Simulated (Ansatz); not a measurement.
**Current against voltage: bond stretched by 2.5 Å, between Pt atomic chains**

Wanted: I(V), the voltage drop and T(E, V).

Program: Ansatz 0.2.0. Level of theory: DFT PBE, plane waves, PAW; current against voltage, self-consistent under bias. Results are calculated unless marked as measured.

## Step 1: The starting structure

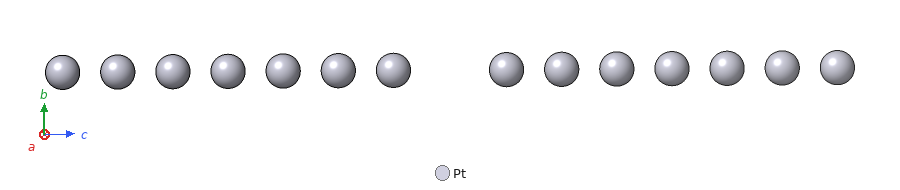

The cell as given, in part (platinum light grey). Drawn is a stretch of 33 Å of the 81 Å that the atoms span along c, seen along the normal of the bc plane.

The cell holds 34 atoms: 34 Pt. Its edges and angles: a = 6.000 Å, b = 6.000 Å, c = 95.040 Å, α = 90.0°, β = 90.0°, γ = 90.0°. Electrodes: Pt atomic chain; the apex atoms were set 4.880 Å apart. Regions: lower lead, 17 atoms (17 Pt); upper lead, 17 atoms (17 Pt). Vacuum lies along a, b and c.

## Step 2: The sweep under bias

Vacuum beyond both ends lets the two leads hold different Fermi levels, and the density is solved anew at each bias. Each lead has 17 atoms, since a wire screens slowly.

File input.yaml:

```yaml
crystal:
  lattice:
    - [6.0, 0.0, 0.0]
    - [0.0, 6.0, 0.0]
    - [0.0, 0.0, 95.04]
  atoms:
    - { symbol: Pt, position: [0.5, 0.5, 0.0], spin: 0.6 }
    - { symbol: Pt, position: [0.5, 0.5, 0.025042088], spin: 0.6 }
    - { symbol: Pt, position: [0.5, 0.5, 0.050084175], spin: 0.6 }
    - { symbol: Pt, position: [0.5, 0.5, 0.075126263], spin: 0.6 }
    - { symbol: Pt, position: [0.5, 0.5, 0.10016835], spin: 0.6 }
    - { symbol: Pt, position: [0.5, 0.5, 0.125210438], spin: 0.6 }
    - { symbol: Pt, position: [0.5, 0.5, 0.150252525], spin: 0.6 }
    - { symbol: Pt, position: [0.5, 0.5, 0.175294613], spin: 0.6 }
    - { symbol: Pt, position: [0.5, 0.5, 0.2003367], spin: 0.6 }
    - { symbol: Pt, position: [0.5, 0.5, 0.225378788], spin: 0.6 }
    - { symbol: Pt, position: [0.5, 0.5, 0.250420875], spin: 0.6 }
    - { symbol: Pt, position: [0.5, 0.5, 0.275462963], spin: 0.6 }
    - { symbol: Pt, position: [0.5, 0.5, 0.300505051], spin: 0.6 }
    - { symbol: Pt, position: [0.5, 0.5, 0.325547138], spin: 0.6 }
    - { symbol: Pt, position: [0.5, 0.5, 0.350589226], spin: 0.6 }
    - { symbol: Pt, position: [0.5, 0.5, 0.375631313], spin: 0.6 }
    - { symbol: Pt, position: [0.5, 0.5, 0.400673401], spin: 0.6 }
    - { symbol: Pt, position: [0.5, 0.5, 0.452020202], spin: 0.6 }
    - { symbol: Pt, position: [0.5, 0.5, 0.47706229], spin: 0.6 }
    - { symbol: Pt, position: [0.5, 0.5, 0.502104377], spin: 0.6 }
    - { symbol: Pt, position: [0.5, 0.5, 0.527146465], spin: 0.6 }
    - { symbol: Pt, position: [0.5, 0.5, 0.552188552], spin: 0.6 }
    - { symbol: Pt, position: [0.5, 0.5, 0.57723064], spin: 0.6 }
    - { symbol: Pt, position: [0.5, 0.5, 0.602272727], spin: 0.6 }
    - { symbol: Pt, position: [0.5, 0.5, 0.627314815], spin: 0.6 }
    - { symbol: Pt, position: [0.5, 0.5, 0.652356902], spin: 0.6 }
    - { symbol: Pt, position: [0.5, 0.5, 0.67739899], spin: 0.6 }
    - { symbol: Pt, position: [0.5, 0.5, 0.702441077], spin: 0.6 }
    - { symbol: Pt, position: [0.5, 0.5, 0.727483165], spin: 0.6 }
    - { symbol: Pt, position: [0.5, 0.5, 0.752525253], spin: 0.6 }
    - { symbol: Pt, position: [0.5, 0.5, 0.77756734], spin: 0.6 }
    - { symbol: Pt, position: [0.5, 0.5, 0.802609428], spin: 0.6 }
    - { symbol: Pt, position: [0.5, 0.5, 0.827651515], spin: 0.6 }
    - { symbol: Pt, position: [0.5, 0.5, 0.852693603], spin: 0.6 }
magnetization:
  spin_polarized: true
kpoints:
  mp_grid: { grid: [1, 1, 1] }
scf:
  occupations: { method: fermi_dirac, width: 0.1 }
hamiltonian:
  xc: pbe
output:
  current_voltage:
    leads: [[10, 11], [22, 23]]
    bias: [0.3, 0.6, 1.0, 1.5]
    electrode_ends: [16, 17]
    kmesh: [1, 1]
  write_potential: true
  write_density: true
  volumetric_format: npy
basis:
  ecutwfc: "340 eV"
```

The run is started by

```
ansatz run input.yaml --threads 4 --pin off --max-ram 16384MiB --backend cpu --events-out ev --progress --plain --runs-dir out
```

Numbers of over 12 decimals in the logs are rounded to 6 here.

Output:

```text
Warning: basis.ecutwfc = 340 eV is below the records' recommended 420 eV, and the density's cutoff is lower with it unless basis.ecutrho_ratio is high enough to keep the records' density cutoff: compare with a run at a higher cutoff
Engine: ansatz 0.2.0, aarch64-unknown-linux-gnu
Pseudopotentials: kind: paw
Pseudopotential: Pt, paw, valence charge 18, recommended cutoff 420 eV (normal), Pt.paw.azcp
Functional definition: PBE
  parameter kappa = 0.804
  parameter beta = 0.066725
  exchange = pbe_x(kappa = kappa, mu = beta*pi^2/3)
  correlation = pbe_c(beta = beta)
Crystal: 34 atoms, lattice volume = 3421.440 Å³
Basis set: ecut = 340 eV, 48481 PW (Γ)
Bands: 380, of which v1, the nominal top of the filled ones, is band 306 counted from 1 (305 counted from 0)
Symmetry: 16 space group operations
Space group: P4/mmm (ITA 123), of the structure as read, at distance tolerance 1.5e-4 Å
Magnetic group: BNS 123.339 (UNI 999), of the structure as read, at distance tolerance 1.5e-4 Å
k-points: 1
Non-local potential: Pt, projectors of the file, l = 0: 3, l = 1: 2, l = 2: 2, l = 3: 1
PAW form: soft (Blöchl's): semilocal exchange-correlation on the pseudo side does not see the compensation charge
PAW one-centre angular grid: Pt, 590 points (default); XC on 64 Gauss nodes
Initial density: superposition of atomic densities (neutral atoms: chi_scale 0, normalization atom)
Starting moments: Σ|m| = 20.4 μB on 34 of 34 sites
Initial wavefunctions: pseudopotential atomic-orbital guess
Functional: x = pbe(κ = 0.804, μ = 0.219515), c = pbe(β = 0.066725)
SCF iter   1: F=—  HF=-425689.863093 eV  |F-HF|=—  |Δ(HF+E_count)|=         —  Δρ=2.08e-2 (↑2.08e-2 ↓1.41e-2)  dr2=2.73e1  dr2_m=1.93e0  M=6.860 μB ∫|m|=7.001 μB  β_m=0.30  ethr=3.10e-3  ⟨swp⟩=6.0  Hψ=2822  notcnv=0  defer=26
Mixer restart at iter 1: flushing history
preconditioner: auto → none  [metal: Δε(μ)=0.082 eV  Ē_g=5.221 eV  σ=0.100 eV  W_gap=0.20  n_scr=444 (ndim 8)  ℏωp=11.7 eV  f_vac=0.639  D(μ)=71.70/eV (n_scr^D=410)  sad-step TF]
SCF iter   2: F=—  HF=-425691.628018 eV  |F-HF|=—  |Δ(HF+E_count)|=    1.76e0  Δρ=1.41e-2 (↑1.41e-2 ↓1.00e-2)  dr2=1.21e1  dr2_m=1.16e0  M=5.912 μB ∫|m|=6.092 μB  β_m=0.57  ethr=3.10e-3  ⟨swp⟩=2.0  Hψ=886  notcnv=0  defer=50
SCF iter   3: F=—  HF=-425722.811314 eV  |F-HF|=—  |Δ(HF+E_count)|=    3.12e1  Δρ=2.12e-2 (↑1.54e-2 ↓2.12e-2)  dr2=2.59e3  dr2_m=5.47e-1  M=3.570 μB ∫|m|=3.717 μB  β_m=0.30  ethr=1.98e-3  ⟨swp⟩=6.5  Hψ=2179  notcnv=0  defer=75  recentre
SCF iter   4: F=—  HF=-425697.501366 eV  |F-HF|=—  |Δ(HF+E_count)|=    2.53e1  Δρ=9.39e-3 (↑7.32e-3 ↓9.39e-3)  dr2=9.54e2  dr2_m=2.35e-1  M=4.558 μB ∫|m|=5.154 μB  β_m=0.17  ethr=1.98e-3  ⟨swp⟩=3.0  Hψ=1147  notcnv=0  defer=58
SCF iter   5: F=—  HF=-425724.317732 eV  |F-HF|=—  |Δ(HF+E_count)|=    2.68e1  Δρ=2.74e-2 (↑1.67e-2 ↓2.74e-2)  dr2=1.17e4  dr2_m=2.05e0  M=7.655 μB ∫|m|=8.288 μB  β_m=0.09  ethr=1.98e-3  ⟨swp⟩=3.0  Hψ=990  notcnv=0  defer=67  recentre
SCF iter   6: F=—  HF=-425694.262042 eV  |F-HF|=—  |Δ(HF+E_count)|=    3.01e1  Δρ=4.21e-3 (↑3.54e-3 ↓4.21e-3)  dr2=6.21e0  dr2_m=1.83e-1  M=3.766 μB ∫|m|=4.340 μB  β_m=0.09  ethr=1.98e-3  ⟨swp⟩=2.5  Hψ=929  notcnv=0  defer=57
SCF iter   7: F=—  HF=-425694.274294 eV  |F-HF|=—  |Δ(HF+E_count)|=   1.23e-2  Δρ=2.10e-3 (↑1.30e-3 ↓2.10e-3)  dr2=3.93e0  dr2_m=3.75e-2  M=3.465 μB ∫|m|=4.478 μB  β_m=0.08  ethr=1.01e-3  ⟨swp⟩=2.0  Hψ=882  notcnv=0  defer=57
SCF iter   8: F=—  HF=-425694.302773 eV  |F-HF|=—  |Δ(HF+E_count)|=   2.85e-2  Δρ=1.71e-3 (↑1.53e-3 ↓1.71e-3)  dr2=4.22e0  dr2_m=3.25e-2  M=3.110 μB ∫|m|=4.127 μB  β_m=0.06  ethr=6.43e-4  ⟨swp⟩=2.0  Hψ=876  notcnv=0  defer=57
SCF iter   9: F=—  HF=-425694.254492 eV  |F-HF|=—  |Δ(HF+E_count)|=   4.83e-2  Δρ=1.14e-3 (↑1.14e-3 ↓9.28e-4)  dr2=2.71e-1  dr2_m=2.35e-2  M=3.024 μB ∫|m|=4.093 μB  β_m=0.09  ethr=6.43e-4  ⟨swp⟩=1.0  Hψ=760  notcnv=0  defer=57
[...]
iteration 38: the SCF's residuals had fallen too slowly under its mixing. It goes on by minimising its free energy, and can end on another state than longer mixing would; under `scf.algorithm: density_mixing` no SCF does so, but by `scf.convergence.dm_fallback`
[...]
SCF iter  40: F=—  HF=-425694.285433 eV  |F-HF|=—  |Δ(HF+E_count)|=   1.75e-6  Δρ=5.71e-6 (↑4.51e-6 ↓5.71e-6)  dr2=8.74e-5  dr2_m=4.53e-8  M=1.933 μB ∫|m|=3.173 μB  ethr=5.31e-9  ⟨swp⟩=2.0  Hψ=1814  notcnv=0
SCF iter  41: F=—  HF=-425694.285433 eV  |F-HF|=—  |Δ(HF+E_count)|=   1.32e-8  Δρ=3.34e-6 (↑3.11e-6 ↓3.34e-6)  dr2=9.81e-5  dr2_m=1.00e-8  M=1.924 μB ∫|m|=3.156 μB  ethr=5.31e-9  ⟨swp⟩=2.0  Hψ=1844  notcnv=0
SCF iter  42: F=—  HF=-425694.285433 eV  |F-HF|=—  |Δ(HF+E_count)|=   6.87e-8  Δρ=2.57e-6 (↑2.17e-6 ↓2.57e-6)  dr2=5.97e-5  dr2_m=4.12e-9  M=1.919 μB ∫|m|=3.148 μB  ethr=5.31e-9  ⟨swp⟩=1.5  Hψ=1687  notcnv=0
SCF iter  43: F=—  HF=-425694.285433 eV  |F-HF|=—  |Δ(HF+E_count)|=   6.95e-8  Δρ=1.20e-6 (↑1.02e-6 ↓1.20e-6)  dr2=1.55e-5  dr2_m=1.06e-9  M=1.918 μB ∫|m|=3.147 μB  ethr=5.31e-9  ⟨swp⟩=1.0  Hψ=1528  notcnv=0
SCF iter  44: F=—  HF=-425694.285433 eV  |F-HF|=—  |Δ(HF+E_count)|=   1.51e-8  Δρ=7.56e-7 (↑7.10e-7 ↓7.56e-7)  dr2=7.83e-6  dr2_m=3.48e-10  M=1.918 μB ∫|m|=3.146 μB  ethr=2.53e-9  ⟨swp⟩=1.0  Hψ=1528  notcnv=0
SCF iter  45: F=—  HF=-425694.285433 eV  |F-HF|=—  |Δ(HF+E_count)|=   6.05e-9  Δρ=5.17e-7 (↑4.74e-7 ↓5.17e-7)  dr2=3.34e-6  dr2_m=1.55e-10  M=1.917 μB ∫|m|=3.146 μB  ethr=1.28e-9  ⟨swp⟩=1.0  Hψ=1528  notcnv=0
SCF iter  46: F=—  HF=-425694.285433 eV  |F-HF|=—  |Δ(HF+E_count)|=   1.98e-9  Δρ=3.95e-7 (↑3.53e-7 ↓3.95e-7)  dr2=1.90e-6  dr2_m=8.48e-11  M=1.917 μB ∫|m|=3.145 μB  ethr=5.45e-10  ⟨swp⟩=1.0  Hψ=1528  notcnv=0
SCF iter  47: F=—  HF=-425694.285433 eV  |F-HF|=—  |Δ(HF+E_count)|=   1.11e-9  Δρ=3.02e-7 (↑2.72e-7 ↓3.02e-7)  dr2=1.09e-6  dr2_m=5.03e-11  M=1.917 μB ∫|m|=3.145 μB  ethr=3.11e-10  ⟨swp⟩=1.0  Hψ=1528  notcnv=0
SCF iter  48: F=-425694.285433 eV  HF=-425694.285433 eV  |F-HF|=2.01e-8  |Δ(HF+E_count)|=   1.34e-9  Δρ=4.00e-8 (↑3.68e-8 ↓4.00e-8)  dr2=2.08e-8  dr2_m=1.01e-12  M=1.917 μB ∫|m|=3.145 μB  ethr=1.63e-11  ⟨swp⟩=1.0  Hψ=1528  notcnv=0
SCF iter  49: F=-425694.285433 eV  HF=-425694.285433 eV  |F-HF|=2.42e-8  |Δ(HF+E_count)|=    0.00e0  Δρ=4.29e-8 (↑4.01e-8 ↓4.29e-8)  dr2=2.42e-8  dr2_m=1.03e-12  M=1.917 μB ∫|m|=3.145 μB  ethr=3.40e-12  ⟨swp⟩=1.0  Hψ=1528  notcnv=0
SCF 1 converged in 49 iterations: F = -425694.285433 eV  dr2 = 2.42e-8
  greatest PAW one-centre occupation: 1.000 electrons in one spin orbital (limit 2), on the Pt atom at site 31 (counted from 0), in its partial waves of l = 0
[...]
smearing (spin ↓): bands 304 to 307 share 1.685 electrons (they would hold 1.042 with every lower band full and every higher one empty; bands counted from 0; each is filled to between 0.4147 and 0.4279 of a full level; at each k-point the levels lie within 5.4e-3 eV, against a smearing width of 0.1000 eV). The entropy term TS of this state is 2.1561 eV
bias +0 V, iteration  1: dr2 1.67e1 eV, mean Fermi level -1.7318 eV
bias +0 V, iteration  2: dr2 5.26e0 eV, mean Fermi level -1.7380 eV
bias +0 V, iteration  3: dr2 2.16e-1 eV, mean Fermi level -1.7451 eV
bias +0 V, iteration  4: dr2 7.87e-2 eV, mean Fermi level -1.7480 eV
bias +0 V, iteration  5: dr2 2.92e-2 eV, mean Fermi level -1.7410 eV
bias +0 V, iteration  6: dr2 1.28e-1 eV, mean Fermi level -1.7450 eV
bias +0 V, iteration  7: dr2 2.29e-2 eV, mean Fermi level -1.7433 eV
bias +0 V, iteration  8: dr2 1.07e-2 eV, mean Fermi level -1.7410 eV
bias +0 V, iteration  9: dr2 2.02e-3 eV, mean Fermi level -1.7418 eV
bias +0 V, iteration 10: dr2 7.38e-4 eV, mean Fermi level -1.7422 eV
bias +0 V, iteration 11: dr2 5.10e-5 eV, mean Fermi level -1.7425 eV
bias +0 V, iteration 12: dr2 4.61e-5 eV, mean Fermi level -1.7424 eV
bias +0 V, iteration 13: dr2 9.06e-5 eV, mean Fermi level -1.7424 eV
bias +0 V, iteration 14: dr2 8.20e-6 eV, mean Fermi level -1.7424 eV
bias +0 V, iteration 15: dr2 1.58e-5 eV, mean Fermi level -1.7424 eV
bias +0 V, iteration 16: dr2 2.01e-6 eV, mean Fermi level -1.7424 eV
bias +0 V, iteration 17: dr2 5.96e-6 eV, mean Fermi level -1.7424 eV
bias +0 V, iteration 18: dr2 3.11e-7 eV, mean Fermi level -1.7424 eV
bias +0 V, iteration 19: dr2 2.94e-7 eV, mean Fermi level -1.7424 eV
bias +0 V, iteration 20: dr2 5.29e-8 eV, mean Fermi level -1.7424 eV
bias +0.3 V, iteration  1: dr2 5.10e2 eV, mean Fermi level -1.7379 eV
bias +0.3 V, iteration  2: dr2 5.53e0 eV, mean Fermi level -1.7432 eV
bias +0.3 V, iteration  3: dr2 4.93e0 eV, mean Fermi level -1.7439 eV
bias +0.3 V, iteration  4: dr2 1.49e-1 eV, mean Fermi level -1.7446 eV
bias +0.3 V, iteration  5: dr2 9.99e-2 eV, mean Fermi level -1.7433 eV
bias +0.3 V, iteration  6: dr2 2.56e-2 eV, mean Fermi level -1.7427 eV
bias +0.3 V, iteration  7: dr2 7.27e-3 eV, mean Fermi level -1.7422 eV
bias +0.3 V, iteration  8: dr2 9.23e-4 eV, mean Fermi level -1.7424 eV
bias +0.3 V, iteration  9: dr2 1.98e-4 eV, mean Fermi level -1.7422 eV
bias +0.3 V, iteration 10: dr2 8.02e-5 eV, mean Fermi level -1.7422 eV
bias +0.3 V, iteration 11: dr2 1.14e-4 eV, mean Fermi level -1.7422 eV
bias +0.3 V, iteration 12: dr2 6.40e-5 eV, mean Fermi level -1.7422 eV
bias +0.3 V, iteration 13: dr2 2.99e-5 eV, mean Fermi level -1.7421 eV
bias +0.3 V, iteration 14: dr2 1.90e-5 eV, mean Fermi level -1.7421 eV
bias +0.3 V, iteration 15: dr2 1.21e-5 eV, mean Fermi level -1.7422 eV
bias +0.3 V, iteration 16: dr2 4.23e-6 eV, mean Fermi level -1.7422 eV
bias +0.3 V, iteration 17: dr2 9.03e-7 eV, mean Fermi level -1.7422 eV
bias +0.3 V, iteration 18: dr2 9.39e-8 eV, mean Fermi level -1.7422 eV
bias +0.6 V, iteration  1: dr2 2.34e-3 eV, mean Fermi level -1.7418 eV
bias +0.6 V, iteration  2: dr2 7.44e-4 eV, mean Fermi level -1.7417 eV
[...]
bias +1.5 V, iteration  8: dr2 4.61e-5 eV, mean Fermi level -1.7404 eV
bias +1.5 V, iteration  9: dr2 1.16e-4 eV, mean Fermi level -1.7404 eV
bias +1.5 V, iteration 10: dr2 2.72e-5 eV, mean Fermi level -1.7404 eV
bias +1.5 V, iteration 11: dr2 1.45e-5 eV, mean Fermi level -1.7404 eV
bias +1.5 V, iteration 12: dr2 7.21e-6 eV, mean Fermi level -1.7404 eV
bias +1.5 V, iteration 13: dr2 4.03e-6 eV, mean Fermi level -1.7404 eV
bias +1.5 V, iteration 14: dr2 2.32e-6 eV, mean Fermi level -1.7404 eV
bias +1.5 V, iteration 15: dr2 1.89e-6 eV, mean Fermi level -1.7404 eV
bias +1.5 V, iteration 16: dr2 1.46e-6 eV, mean Fermi level -1.7404 eV
bias +1.5 V, iteration 17: dr2 7.17e-7 eV, mean Fermi level -1.7404 eV
bias +1.5 V, iteration 18: dr2 3.53e-7 eV, mean Fermi level -1.7404 eV
bias +1.5 V, iteration 19: dr2 6.87e-8 eV, mean Fermi level -1.7404 eV
transmission: 12 of 118 steps passed
transmission: 24 of 118 steps passed
[...]
transmission: 122 of 122 steps passed
WARN: The output density's exchange-correlation potential varies sharply where the density is thin. Do not read a vacuum level from v_tot or v_xc, or from such a field of the output density. On a cell that repeats whose density bears no net charge and no dipole along the vacuum's axis use v_es (v_loc + v_h of the components); under efield.dipole_correction with no amplitude use v_es + v_field, which holds any externa [...]
SCF converged after 49 iterations
Stability not told: the SCF's own minimisation came to no verdict on its close, and a probe of this close gave no reading; the lowest value that the minimisation read is 1.2e-1 (residual 1.8e-1): no lower mode is shown, and none is ruled out
Magnetization: 1.9170 μB (306.9585 up, 305.0415 down)
Absolute magnetization: 3.1481 μB (∫|ρ↑−ρ↓|, with the PAW one-centre terms)
Spin contamination: 0.1170 ħ² per cell (⟨S²⟩ above its minimum at these occupations)
Per-site moments (μB) at R_I (Å): [(0.208605, 0.981750), (0.156498, 0.981749978748), (0.027087, 0.981749978748), (-0.056077, 0.981750), (-0.033292, 0.981750), (0.033782, 0.981750), (0.043617, 0.981750), (-0.00434583, 0.981750), (-0.037460, 0.981750), (-0.00442617, 0.981750), (0.043792, 0.981750), (0.033930, 0.981750), (-0.033308, 0.981750), (-0.056282, 0.981750), (0.026836, 0.981750), (0.156896, 0.981750), (0.210007, [...]
Free energy (F): -425694.285433 eV
Harris-Foulkes:  -425694.285433 eV  (|F-HF|=2.42e-8)
Internal energy: -425692.129338 eV  (E = F + TS)
E sigma→0 (E₀):  -425693.207386 eV
Entropy (-TS):   -2.156095 eV (-63.415 meV/atom)
Fermi energy:    -1.764236 eV
--- Per-component energies (eV) ---
  E_band       = -18835.680460
  E_kinetic    = 21621.355211
  E_local      = -338971.527871  (includes V_loc(G=0)·N_el)
  E_nonlocal   = 6854.620397
  E_hartree    = 155843.259803
  E_xc         = -8790.062260
  E_vxc        = -10135.822880  (∫ρ·V_xc dr)
  E_paw        = -321472.918501  (= ΣΔE_a)
  E_vpaw       = -9890.888660  (= ΣTr[D̂ρ^β])
  E_aug_tail   = 0.019325  (compensation charges beyond the density's cutoff)
  E_ewald      = 59223.124559
  E_smearing   = -2.156095  (= −TS)
  E_closure    = -0.000000  (closes the sum)
  Σ components = -425694.285433   (vs F -425694.285433, Δ=0.00e0)
--- Band table (eV) ---
  k-point 0 ↑: bands = [... 302 lower, -1.8654, -1.8635, -1.8263, -1.8263, -1.8212, -1.8212, -1.6974, -1.6959, ... 70 higher]
  k-point 0 ↓: bands = [... 302 lower, -1.7959, -1.7935, -1.7352, -1.7352, -1.7298, -1.7298, -1.6511, -1.6492, ... 70 higher]
--- Current–voltage curve ---
  leads      : [10, 11] from 95.04 to 133.12 and [22, 23] from 138.00 to 176.08 Å, reservoirs outside 119.27 and 151.85
  electrodes : end at 133.12 and 138.00 Å
  density    : 417 bands, filled at a thermal energy of 2.585e-2 eV; current at 300 K
  bias (V)   current (A)   every other point   every other energy   edges, levels   drop (V)   electrons moved   misfit (meV)   iterations
        +0      0.0000e0                   -             0.0000e0        0.0000e0     +0.000            0.00e0           59.9   20
      +0.3     1.8628e-6                   -            1.8631e-6      1.9829e-11     +0.289           1.55e-2           60.9   18
      +0.6     3.4316e-6                   -            3.4316e-6      1.9928e-12     +0.581           3.12e-2           61.9   9
        +1     5.1221e-6                   -            5.1221e-6      1.3819e-12     +0.971           5.22e-2           63.1   13
      +1.5     7.1078e-6                   -            7.1079e-6      2.6458e-10     +1.461           7.86e-2           64.9   19
  At 0 V the conductance is 6.3411e-6 S, 1.7614e13 S/m².
```

Elapsed: 83 min, on 4 threads of Arm Neoverse V1, shared host; peak memory 8.8 GiB.

Reading the cycles: dr2 is the Hartree energy of the density residual (eV), the measure of convergence; HF is the Harris–Foulkes estimate of the energy, which meets the free energy F at convergence.

Numbers from this step:

| Item | Value |
| --- | --- |
| conductance at zero bias | 0.08184 G₀ |
| current at the highest bias | 7.108 μA |
| largest misfit of the leads | 64.87 meV |

Cell area 36.000 Å^2. The current through one cell by bias:

```tsv
bias (V)	current (μA)	current ampere up (μA)	current ampere dn (μA)
0.000	0	0	0
0.300	1.86	1.03	0.836
0.600	3.43	1.87	1.56
1.000	5.12	2.80	2.32
1.500	7.11	3.96	3.15
```

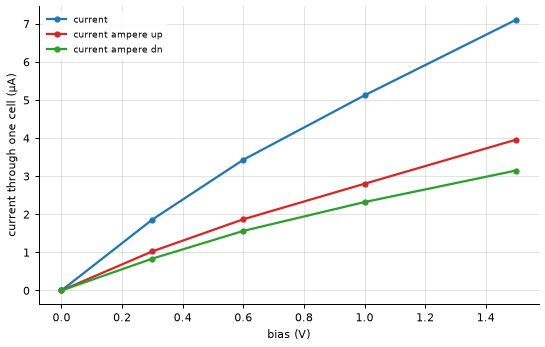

Current through one cell, plotted against bias.

Bias 0 V. Transmission and channels at 0 V against energy, zero at the mean Fermi level:

```tsv
energy (eV)	transmission, up	transmission, down	channels left up	channels left dn	channels right up	channels right dn
-0.259	0.0800	0.0511	4	4	4	4
-0.233	0.0819	0.0536	4	4	4	4
-0.207	0.0836	0.0561	4	4	4	4
-0.181	0.0850	0.0586	4	4	4	4
-0.155	0.0862	0.0611	4	4	4	4
-0.129	0.0872	0.0634	4	4	4	4
-0.103	0.0880	0.0657	4	4	4	4
-0.078	0.0887	0.0679	4	4	4	4
-0.052	0.0893	0.0700	4	4	4	4
-0.026	0.0898	0.0719	4	4	4	4
0.000	0.0903	0.0737	4	4	4	4
0.026	0.0907	0.0753	4	4	4	4
0.052	0.0911	0.0768	4	4	4	4
0.078	0.0915	0.0783	4	4	4	4
0.103	0.0920	0.0797	4	4	4	4
0.129	0.0926	0.0812	4	4	4	4
0.155	0.0933	0.0830	4	4	4	4
0.181	0.0944	0.0857	4	4	4	4
0.207	0.0964	0.0902	4	4	4	4
0.233	0.101	0.0968	4	4	4	4
0.259	0.0676	0.103	3	4	3	4
```

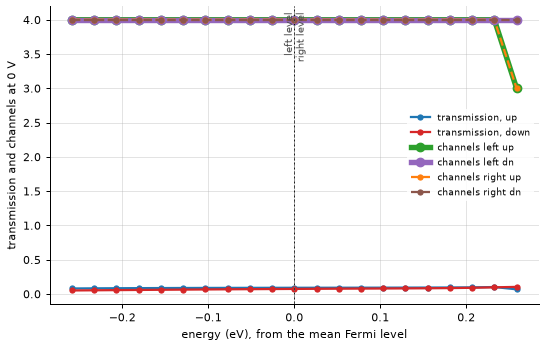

Transmission and channels at 0 V against energy.

Bias 0.6 V. The transmission and channels at 0.6 V by energy, zero at the mean Fermi level:

```tsv
energy (eV)	transmission, up	transmission, down	channels left up	channels left dn	channels right up	channels right dn
-0.491	0.0536	0.0368	6	6	4	4
-0.388	0.0597	0.0418	6	6	4	4
-0.310	0.0646	0.0457	6	6	4	4
-0.207	0.0715	0.0512	5	6	4	4
-0.103	0.0792	0.0580	4	4	4	4
-0.052	0.0937	0.0642	4	4	3	4
0.000	0.0787	0.0708	4	4	3	4
0.103	0.0842	0.0762	4	4	3	3
0.207	0.0879	0.0816	4	4	3	3
0.310	0.0910	0.0851	4	4	3	3
0.388	0.0934	0.0863	4	4	3	3
0.491	0.0958	0.0872	4	4	1	3
0.543	0.107	0.0900	3	4	1	3
```

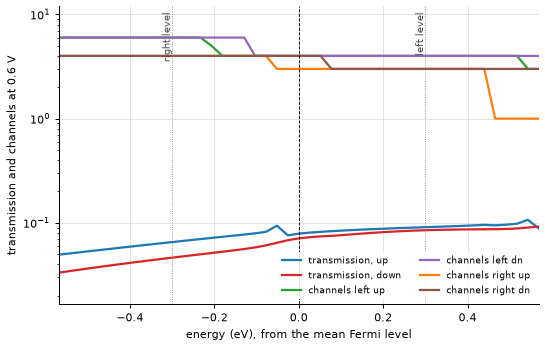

Transmission and channels at 0.6 V, plotted against energy.

(Continued in part 2 of 2.)

[Logs are printed without paths, hosts, clocks, repeated set-up lines and the standing remarks that a program may print on its own settings, such as how far it seeks lower states.]

[Hosts, paths, dates, database ids (printed as entryN), source tags and the programs' standing remarks are cut or masked in the printed files.]
